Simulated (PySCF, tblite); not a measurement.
# C₅H₆F₂: dynamics, then NMR shifts on frames, part 2 of 2

tblite 0.8.0 and PySCF 2.14.0. Atoms count from 0. Earlier steps stand in the parts before.

## (4) Shielding tensors: 425 fs, PBE0/pcSseg-1

Job settings and geometry (Å):

```
{"job": {"kind": "nmr", "xc": "PBE0", "basis": "pcSseg-1", "pop": false}, "charge": 0, "multiplicity": 1}
C      2.059100     0.574900     0.509500
C      1.107600    -0.275400     0.822600
C     -0.209300    -0.214200     0.228300
C     -1.282100    -0.861900     0.661700
C     -2.692400    -0.772800     0.272200
F     -3.438000    -1.084600     1.431300
F     -3.112100     0.457100    -0.042400
H      3.055700     0.639800     0.967100
H      1.988900     1.233900    -0.258200
H      1.170200    -0.856100     1.748100
H     -0.257900     0.352500    -0.660900
H     -1.135900    -1.628400     1.446100
H     -3.081600    -1.484900    -0.512700
```

Level: GIAO PBE0/pcSseg-1 NMR shielding, non-relativistic, gas phase.

The log of the run:

```text
coarse grid: 11328 points
cycle   1  E = -393.1512927620  dE =  9.695e-01  |g| = 7.264e-01  |ddm| = 3.202e+00
cycle   2  E = -393.0553368484  dE =  9.596e-02  |g| = 1.077e+00  |ddm| = 1.165e+00
cycle   3  E = -393.2447676417  dE = -1.894e-01  |g| = 1.047e-01  |ddm| = 7.569e-01
cycle   4  E = -393.2469218463  dE = -2.154e-03  |g| = 4.840e-02  |ddm| = 1.196e-01
cycle   5  E = -393.2474624209  dE = -5.406e-04  |g| = 1.587e-02  |ddm| = 4.733e-02
cycle   6  E = -393.2475235877  dE = -6.117e-05  |g| = 2.632e-03  |ddm| = 1.517e-02
cycle   7  E = -393.2475249680  dE = -1.380e-06  |g| = 9.996e-04  |ddm| = 2.510e-03
final grid: 111480 points
cycle   8  E = -393.3029986030  dE = -3.816e-05  |g| = 7.065e-03  |ddm| = 3.089e-02
cycle   9  E = -393.3029947260  dE =  3.877e-06  |g| = 8.952e-03  |ddm| = 1.279e-02
cycle  10  E = -393.3030099075  dE = -1.518e-05  |g| = 1.136e-03  |ddm| = 6.683e-03
cycle  11  E = -393.3030101247  dE = -2.171e-07  |g| = 2.037e-04  |ddm| = 9.629e-04
cycle  12  E = -393.3030101306  dE = -5.909e-09  |g| = 9.445e-05  |ddm| = 1.950e-04
cycle  13  E = -393.3030101324  dE = -1.784e-09  |g| = 2.475e-05  |ddm| = 9.460e-05
cycle  14  E = -393.3030101325  dE = -1.353e-10  |g| = 9.990e-06  |ddm| = 2.549e-05
converged SCF energy = -393.3030101325

GIAO shielding tensors (ppm)
atom      isotropic    diamagn.    paramagn.     s11        s22        s33       span
  0 C       58.692     253.946    -195.253    -45.936     53.846    168.167    214.103
  1 C       46.436     253.526    -207.091    -60.122     46.713    152.716    212.837
  2 C       45.529     255.961    -210.432    -56.827     36.487    156.926    213.753
  3 C       52.387     256.884    -204.497    -40.565     68.697    129.030    169.596
  4 C       64.049     234.472    -170.423     43.460     62.389     86.297     42.837
  5 F      269.560     470.275    -200.715    117.570    330.670    360.439    242.868
  6 F      305.984     473.710    -167.726    212.389    326.224    379.340    166.951
  7 H       25.742      28.009      -2.267     24.104     24.938     28.183      4.079
  8 H       27.106      34.295      -7.189     23.721     26.966     30.630      6.909
  9 H       25.086      30.416      -5.330     23.392     23.703     28.163      4.771
 10 H       25.653      34.744      -9.091     22.174     24.686     30.099      7.926
 11 H       25.520      30.941      -5.421     22.686     24.688     29.185      6.498
 12 H       24.282      25.098      -0.816     21.778     23.255     27.814      6.036
```

Run time: 11 s. Hardware: 1 thread of Arm Neoverse V2, shared host; peak memory 0.73 GiB.

Key values: δ C2 141.4, C1 140.5, C3 134.5, C0 128.2, H12 7.43, H9 6.63 ppm.

## (5) NMR shieldings: 625 fs, PBE0/pcSseg-1

Job settings and geometry (Å):

```
{"job": {"kind": "nmr", "xc": "PBE0", "basis": "pcSseg-1", "pop": false}, "charge": 0, "multiplicity": 1}
C      2.002900    -0.116300     0.503000
C      0.840200    -0.592000     0.834500
C     -0.494200    -0.133000     0.372200
C     -1.610700    -0.818300     0.746700
C     -2.995700    -0.628400     0.234500
F     -3.929100    -0.961000     1.188600
F     -3.241600     0.681800    -0.192400
H      2.911300    -0.314200     1.001700
H      2.022800     0.573200    -0.400300
H      0.793900    -1.359500     1.633000
H     -0.678000     0.631900    -0.412000
H     -1.527600    -1.609300     1.448900
H     -3.130900    -1.295000    -0.655700
```

With the program's defaults for keys left out, this is: GIAO PBE0/pcSseg-1 NMR shielding, non-relativistic, gas phase.

The log of the run:

```text
coarse grid: 11328 points
cycle   1  E = -393.1568555612  dE =  7.844e-01  |g| = 7.155e-01  |ddm| = 3.177e+00
cycle   2  E = -393.0619505235  dE =  9.491e-02  |g| = 1.067e+00  |ddm| = 1.079e+00
cycle   3  E = -393.2481340569  dE = -1.862e-01  |g| = 1.052e-01  |ddm| = 6.913e-01
cycle   4  E = -393.2501629536  dE = -2.029e-03  |g| = 5.304e-02  |ddm| = 1.179e-01
cycle   5  E = -393.2508195361  dE = -6.566e-04  |g| = 1.627e-02  |ddm| = 4.964e-02
cycle   6  E = -393.2508847520  dE = -6.522e-05  |g| = 2.280e-03  |ddm| = 1.517e-02
cycle   7  E = -393.2508859833  dE = -1.231e-06  |g| = 5.510e-04  |ddm| = 2.370e-03
final grid: 111480 points
cycle   8  E = -393.3062453568  dE = -3.561e-05  |g| = 7.343e-03  |ddm| = 2.748e-02
cycle   9  E = -393.3062399778  dE =  5.379e-06  |g| = 9.604e-03  |ddm| = 1.288e-02
cycle  10  E = -393.3062575865  dE = -1.761e-05  |g| = 1.156e-03  |ddm| = 6.929e-03
cycle  11  E = -393.3062578355  dE = -2.490e-07  |g| = 2.569e-04  |ddm| = 1.009e-03
cycle  12  E = -393.3062578462  dE = -1.071e-08  |g| = 1.485e-04  |ddm| = 2.973e-04
cycle  13  E = -393.3062578519  dE = -5.672e-09  |g| = 2.257e-05  |ddm| = 1.381e-04
cycle  14  E = -393.3062578520  dE = -9.254e-11  |g| = 1.164e-05  |ddm| = 2.279e-05
converged SCF energy = -393.3062578520

GIAO shielding tensors (ppm)
atom      isotropic    diamagn.    paramagn.     s11        s22        s33       span
  0 C       60.983     256.153    -195.171    -46.395     69.997    159.347    205.742
  1 C       44.350     255.371    -211.022    -65.151     56.766    141.434    206.585
  2 C       37.729     254.764    -217.035    -76.871     38.951    151.107    227.979
  3 C       39.531     259.351    -219.820    -69.057     58.994    128.656    197.713
  4 C       60.170     241.502    -181.332     38.478     59.518     82.513     44.034
  5 F      299.084     467.192    -168.108    181.012    335.338    380.903    199.890
  6 F      302.774     475.064    -172.290    190.247    351.669    366.406    176.159
  7 H       26.088      29.909      -3.821     23.699     25.744     28.822      5.123
  8 H       25.348      30.556      -5.208     22.935     23.731     29.376      6.441
  9 H       24.900      30.906      -6.006     22.914     23.317     28.468      5.554
 10 H       24.232      32.458      -8.225     20.717     22.941     29.040      8.323
 11 H       25.825      33.252      -7.427     22.583     24.852     30.040      7.457
 12 H       24.410      26.223      -1.812     22.513     23.562     27.155      4.642
```

It took 11 s on 1 thread of Arm Neoverse V2, shared host; peak memory 0.73 GiB.

In short: δ C2 149.2, C3 147.4, C1 142.6, C4 126.8, H10 7.48, H12 7.31 ppm.

## (6) Nuclear shieldings: 800 fs, PBE0/pcSseg-1

Job settings and geometry (Å):

```
{"job": {"kind": "nmr", "xc": "PBE0", "basis": "pcSseg-1", "pop": false}, "charge": 0, "multiplicity": 1}
C      1.687600    -0.216200     0.663300
C      0.484300    -0.516900     1.146800
C     -0.607700    -0.489000     0.207300
C     -1.773600    -0.586100     0.715100
C     -2.980000    -0.453500    -0.168700
F     -4.268800    -0.462800     0.506700
F     -3.010900     0.758000    -0.814300
H      2.616500    -0.185800     1.207100
H      1.810800     0.058600    -0.379300
H      0.291700    -0.800600     2.184100
H     -0.410100    -0.269400    -0.823100
H     -1.970500    -0.663400     1.816000
H     -3.122600    -1.161100    -0.998700
```

With the program's defaults for keys left out, this is: GIAO PBE0/pcSseg-1 NMR shielding, non-relativistic, gas phase.

The log of the run:

```text
coarse grid: 11328 points
cycle   1  E = -393.1348190543  dE =  8.969e-01  |g| = 7.555e-01  |ddm| = 3.177e+00
cycle   2  E = -393.0153144499  dE =  1.195e-01  |g| = 1.167e+00  |ddm| = 1.338e+00
cycle   3  E = -393.2380268646  dE = -2.227e-01  |g| = 1.022e-01  |ddm| = 8.848e-01
cycle   4  E = -393.2400417231  dE = -2.015e-03  |g| = 4.667e-02  |ddm| = 1.201e-01
cycle   5  E = -393.2405018090  dE = -4.601e-04  |g| = 1.643e-02  |ddm| = 4.910e-02
cycle   6  E = -393.2405665738  dE = -6.476e-05  |g| = 3.121e-03  |ddm| = 1.470e-02
cycle   7  E = -393.2405686987  dE = -2.125e-06  |g| = 1.153e-03  |ddm| = 2.888e-03
final grid: 111480 points
cycle   8  E = -393.2968288656  dE = -3.707e-05  |g| = 7.604e-03  |ddm| = 3.323e-02
cycle   9  E = -393.2968223601  dE =  6.505e-06  |g| = 1.018e-02  |ddm| = 1.422e-02
cycle  10  E = -393.2968418618  dE = -1.950e-05  |g| = 1.247e-03  |ddm| = 7.780e-03
cycle  11  E = -393.2968421393  dE = -2.775e-07  |g| = 2.222e-04  |ddm| = 1.129e-03
cycle  12  E = -393.2968421468  dE = -7.452e-09  |g| = 1.127e-04  |ddm| = 2.432e-04
cycle  13  E = -393.2968421494  dE = -2.634e-09  |g| = 2.135e-05  |ddm| = 9.922e-05
cycle  14  E = -393.2968421495  dE = -8.743e-11  |g| = 8.873e-06  |ddm| = 1.984e-05
converged SCF energy = -393.2968421495

GIAO shielding tensors (ppm)
atom      isotropic    diamagn.    paramagn.     s11        s22        s33       span
  0 C       53.552     254.809    -201.257    -53.181     57.310    156.527    209.708
  1 C       38.464     255.771    -217.306    -77.032     51.330    141.095    218.127
  2 C       44.008     256.276    -212.269    -64.877     50.026    146.874    211.751
  3 C       55.473     256.283    -200.810    -35.713     77.566    124.565    160.278
  4 C       54.516     237.152    -182.636     31.800     50.034     81.714     49.913
  5 F      272.046     468.222    -196.176    118.969    317.434    379.735    260.765
  6 F      273.284     475.799    -202.516    139.422    314.391    366.039    226.617
  7 H       26.116      29.352      -3.237     23.898     25.606     28.843      4.945
  8 H       25.875      32.391      -6.516     22.807     25.030     29.787      6.980
  9 H       24.699      31.303      -6.604     22.030     24.115     27.952      5.922
 10 H       25.091      33.992      -8.901     21.093     24.465     29.715      8.622
 11 H       24.890      29.680      -4.791     22.545     24.064     28.060      5.515
 12 H       24.694      26.553      -1.859     22.678     24.228     27.175      4.497
```

Wall time 11 s (1 thread of Arm Neoverse V2, shared host); peak memory 0.73 GiB.

Key values: δ C1 148.5, C2 142.9, C0 133.4, C4 132.4, H12 7.02, H9 7.02 ppm.

## (7) Shielding tensors: 1000 fs, PBE0/pcSseg-1

Job settings and geometry (Å):

```
{"job": {"kind": "nmr", "xc": "PBE0", "basis": "pcSseg-1", "pop": false}, "charge": 0, "multiplicity": 1}
C      1.539100    -0.514300     0.983300
C      0.302300    -0.850300     1.361900
C     -0.768600    -0.624700     0.403000
C     -2.038300    -0.680100     0.784900
C     -3.095800    -0.515600    -0.268200
F     -4.342400    -0.758600     0.159200
F     -3.102400     0.770300    -0.615900
H      2.499300    -0.887900     1.376500
H      1.679700    -0.111200    -0.005600
H      0.105900    -1.193400     2.371500
H     -0.558800    -0.689200    -0.724300
H     -2.491100    -0.515100     1.730700
H     -2.927200    -1.254000    -1.113200
```

Level: GIAO PBE0/pcSseg-1 NMR shielding, non-relativistic, gas phase.

The log of the run:

```text
coarse grid: 11328 points
cycle   1  E = -393.1543072303  dE =  9.580e-01  |g| = 6.872e-01  |ddm| = 3.169e+00
cycle   2  E = -393.1007242847  dE =  5.358e-02  |g| = 9.296e-01  |ddm| = 9.864e-01
cycle   3  E = -393.2367173908  dE = -1.360e-01  |g| = 8.124e-02  |ddm| = 5.960e-01
cycle   4  E = -393.2378101506  dE = -1.093e-03  |g| = 4.343e-02  |ddm| = 9.965e-02
cycle   5  E = -393.2382439959  dE = -4.338e-04  |g| = 1.483e-02  |ddm| = 4.501e-02
cycle   6  E = -393.2382990701  dE = -5.507e-05  |g| = 2.590e-03  |ddm| = 1.389e-02
cycle   7  E = -393.2383005992  dE = -1.529e-06  |g| = 7.111e-04  |ddm| = 2.354e-03
final grid: 111480 points
cycle   8  E = -393.2924758176  dE = -3.764e-05  |g| = 6.654e-03  |ddm| = 2.965e-02
cycle   9  E = -393.2924736618  dE =  2.156e-06  |g| = 7.896e-03  |ddm| = 1.190e-02
cycle  10  E = -393.2924862932  dE = -1.263e-05  |g| = 9.195e-04  |ddm| = 6.081e-03
cycle  11  E = -393.2924864305  dE = -1.373e-07  |g| = 1.456e-04  |ddm| = 7.572e-04
cycle  12  E = -393.2924864339  dE = -3.384e-09  |g| = 4.984e-05  |ddm| = 1.225e-04
cycle  13  E = -393.2924864344  dE = -4.871e-10  |g| = 2.028e-05  |ddm| = 5.028e-05
converged SCF energy = -393.2924864344

GIAO shielding tensors (ppm)
atom      isotropic    diamagn.    paramagn.     s11        s22        s33       span
  0 C       49.709     255.454    -205.745    -58.444     49.374    158.197    216.642
  1 C       40.978     255.112    -214.134    -79.450     49.449    152.936    232.386
  2 C       37.227     253.551    -216.324    -75.938     53.367    134.252    210.190
  3 C       44.345     255.229    -210.884    -52.864     48.394    137.505    190.369
  4 C       67.096     244.039    -176.943     50.516     65.217     85.554     35.039
  5 F      315.588     465.156    -149.569    226.219    350.655    369.889    143.670
  6 F      285.602     476.294    -190.692    178.453    307.453    370.900    192.446
  7 H       25.340      28.388      -3.048     23.281     25.100     27.640      4.359
  8 H       26.139      33.280      -7.140     22.881     25.301     30.237      7.356
  9 H       24.572      30.362      -5.789     22.226     23.820     27.672      5.446
 10 H       23.848      31.624      -7.776     20.479     22.694     28.373      7.894
 11 H       25.624      31.328      -5.704     22.184     25.458     29.230      7.045
 12 H       24.903      27.307      -2.404     21.979     25.127     27.604      5.624
```

Run time: 11 s. Hardware: 1 thread of Arm Neoverse V2, shared host; peak memory 0.73 GiB.

This run: δ C2 149.7, C1 145.9, C3 142.6, C0 137.2, H10 7.87, H9 7.14 ppm.

## (8) Comparing the runs: NMR shifts

Shifts (ppm) of some atoms, chosen among heavy atoms and hydrogens apart, with basis size and wall time:

```csv
frame,C2,C3,C4,H10,H8,F6,F5,functions,time
250 fs,157.1,138.5,120.8,7.83,5.97,-120.9,-133.0,149,15 s
425 fs,141.4,134.5,122.9,6.06,4.61,-135.0,-98.6,149,11 s
625 fs,149.2,147.4,126.8,7.48,6.37,-131.8,-128.1,149,11 s
800 fs,142.9,131.5,132.4,6.63,5.84,-102.3,-101.1,149,11 s
1000 fs,149.7,142.6,119.8,7.87,5.58,-114.7,-144.6,149,11 s
```

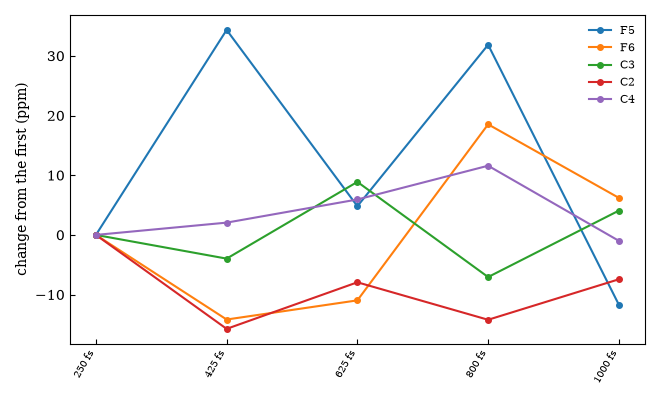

How five of the tabulated atoms move from run to run.

## (9) Results

The summary covers parts 1 to 2.

| quantity | value |
| --- | --- |
| thermostat | 300 K |
| mean temperature, second half | 327 K |
| mean potential energy above the minimum | 0.49 eV |
| 13C shifts against TMS (PBE0/pcSseg-1, 250 fs) | 157.1, 148.3, 138.5, 133.5, 120.8 ppm |
| 1H shifts against TMS (PBE0/pcSseg-1, 250 fs) | 7.88, 7.83, 6.89, 6.39, 5.97, 5.79 ppm |
| 19F shifts against CFCl3 (PBE0/pcSseg-1, 250 fs) | -120.9, -133.0 ppm |
| surface potential, 1st and 99th percentile | -1.01 V and 1.12 V |
| range of the shift of F5 | -144.6 to -98.6 ppm |

In words: In the second half the potential energy averages 0.49 eV above the minimum; equipartition over 33 harmonic modes at 300 K would give 0.43 eV. With 13 atoms the temperature swings widely (175 to 407 K). Shifts at one fixed geometry are not the observed spectrum, which averages over the motion. At PBE0/pcSseg-1, counted by nearest atom on the grid, the HOMO lies on C3 30 %; C0 23 %, the LUMO on C0, C3 about 22 % each; C2 18 %. Across the 5 runs the shift of F5 moves most, between -144.6 (1000 fs) and -98.6 ppm (425 fs).
